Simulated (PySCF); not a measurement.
```yaml
atoms:
  - { symbol: N, position_ang: [0.3616, 1.4377, 2.3848] }
  - { symbol: C, position_ang: [-0.0750, 1.3326, 1.3331] }
  - { symbol: C, position_ang: [-0.5986, 1.1929, 0.0039] }
  - { symbol: C, position_ang: [-2.1255, 0.9825, -0.0547] }
  - { symbol: Cl, position_ang: [-3.0492, 1.4290, 1.4009] }
  - { symbol: C, position_ang: [-1.9125, -0.5101, -0.2988] }
  - { symbol: C, position_ang: [-0.4267, -0.2300, -0.5941] }
  - { symbol: Si, position_ang: [0.8786, -1.3903, 0.1889] }
  - { symbol: Si, position_ang: [2.9895, -0.4744, -0.0368] }
  - { symbol: H, position_ang: [-0.2210, 2.0229, -0.6008] }
  - { symbol: H, position_ang: [-2.5859, 1.5069, -0.8921] }
  - { symbol: H, position_ang: [-2.0569, -1.0970, 0.6061] }
  - { symbol: H, position_ang: [-2.5010, -0.9470, -1.1025] }
  - { symbol: H, position_ang: [-0.2647, -0.1452, -1.6703] }
  - { symbol: H, position_ang: [0.6778, -2.6575, -0.5318] }
  - { symbol: H, position_ang: [0.4359, -1.6365, 1.5641] }
  - { symbol: H, position_ang: [4.0071, -1.3675, 0.5160] }
  - { symbol: H, position_ang: [3.3300, -0.2678, -1.4504] }
  - { symbol: H, position_ang: [3.1268, 0.8278, 0.6154] }
```

Geometry: GFN2-xTB.

Theory: PBE0/pcSseg-1, SCF density, gas phase, non-relativistic in PySCF.

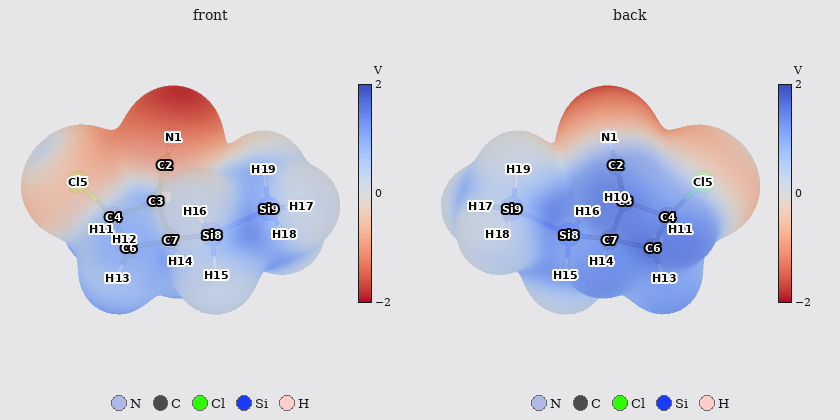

C$_{5}$H$_{10}$ClNSi$_{2}$. The molecular electrostatic potential painted on the density surface at 0.002 e/bohr³, seen from the front and from behind; the colour scale runs from red (negative) to blue (positive).

Question: Which sites attract a positive test charge, and which a negative one?

Answer: A positive charge is drawn to the negative regions and a negative charge to the positive ones. The most negative region (about −1.8 V, or −42 kcal/mol for a unit charge) lies over N1, the most positive (about +1.5 V, or +35 kcal/mol for a unit charge) over the C and H atoms. Cl5 shows a σ-hole: about +0.2 V at the tip opposite its bond, against about −0.6 V, or −14 kcal/mol for a unit charge on its flanks. N1 is the likeliest acceptor of a hydrogen bond.

Question: What dipole moment does the calculation give?

Answer: Its dipole moment is 4.74 D.
